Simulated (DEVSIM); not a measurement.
System: Schottky contact on p-type GaP, at 450 K.

| layer (left to right) | material | thickness (μm) | Na (cm⁻³) | τn (s) | τp (s) |
|---|---|---|---|---|---|
| 1 | GaP | 9.50 | 7.4e16 | 6.5e-7 | 6.5e-7 |

Left contact: Schottky, work function 4.48 eV, emission velocity 6.5e6 cm/s. Right contact: ohmic. Voltage is applied to the left contact. Recombination: SRH at mid-gap. Mobility is μmin + (μ − μmin)/(1 + (N/Nref)^α).

The device is made up for the run: typed textbook-type constants, with dimensions and the other settings drawn at random. Values at 300 K; Nc and Nv go as T^1.5, mobilities as T to minus their exponent, the gap by Varshni's rule with the affinity fixed.

| parameter | GaP |
|---|---|
| gap (eV) | 2.26 |
| affinity (eV) | 3.8 |
| permittivity | 11.1 |
| Nc (cm⁻³) | 1.8e19 |
| Nv (cm⁻³) | 1.9e19 |
| μn (cm²/Vs) | 250 |
| μp (cm²/Vs) | 150 |
| μn,min | 10 |
| μp,min | 10 |
| Nref,n | 4.4e18 |
| Nref,p | 1e18 |
| αn | 0.8 |
| αp | 0.85 |
| T exponent of μn | 1.6 |
| T exponent of μp | 1.98 |
| Varshni α (eV/K) | 0.00058 |
| Varshni β (K) | 372 |

Model (solved in DEVSIM): 1D drift-diffusion, Boltzmann statistics, complete ionisation; no tunnelling, impact ionisation, image-force lowering or self-heating. Metal contacts follow the ideal Schottky-Mott rule: no Fermi-level pinning, no interface dipoles.

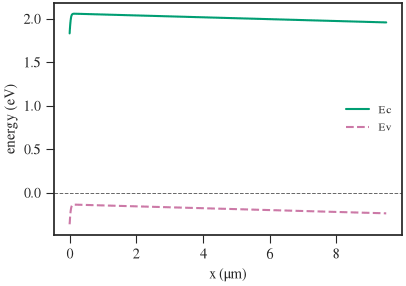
Fig. 1. Band edges at -1.15 V on the left contact

Energies count from the Fermi level of the right contact; mesh points crowd at the junctions.

```csv
x (μm),Ec (eV),Ev (eV),n (cm⁻³),p (cm⁻³),field (V/cm)
0.000,1.830,-0.365,8.0e11,7.5e13,67000
0.01359,1.911,-0.284,1.0e11,1.5e15,51000
0.03727,2.001,-0.194,9.9e9,1.7e16,26000
0.07185,2.047,-0.148,3.0e9,5.7e16,5300
0.1524,2.056,-0.139,2.3e9,7.4e16,-40
0.2632,2.055,-0.140,2.3e9,7.4e16,-110
0.4250,2.053,-0.142,2.3e9,7.4e16,-110
0.8018,2.049,-0.146,2.2e9,7.4e16,-110
1.321,2.044,-0.151,2.2e9,7.4e16,-110
2.078,2.035,-0.159,2.1e9,7.4e16,-110
3.398,2.021,-0.173,2.0e9,7.4e16,-110
5.782,1.996,-0.199,1.5e9,7.4e16,-110
7.130,1.981,-0.213,1.1e9,7.4e16,-110
7.993,1.972,-0.223,8.1e8,7.4e16,-110
8.725,1.964,-0.230,4.6e8,7.4e16,-110
9.013,1.961,-0.234,3.0e8,7.4e16,-110
9.197,1.959,-0.235,1.9e8,7.4e16,-110
9.323,1.958,-0.237,1.1e8,7.4e16,-110
9.415,1.957,-0.238,5.5e7,7.4e16,-110
9.454,1.957,-0.238,3.0e7,7.4e16,-110
9.481,1.956,-0.239,1.2e7,7.4e16,-110
9.500,1.956,-0.239,< 1e2,7.4e16,-110
```
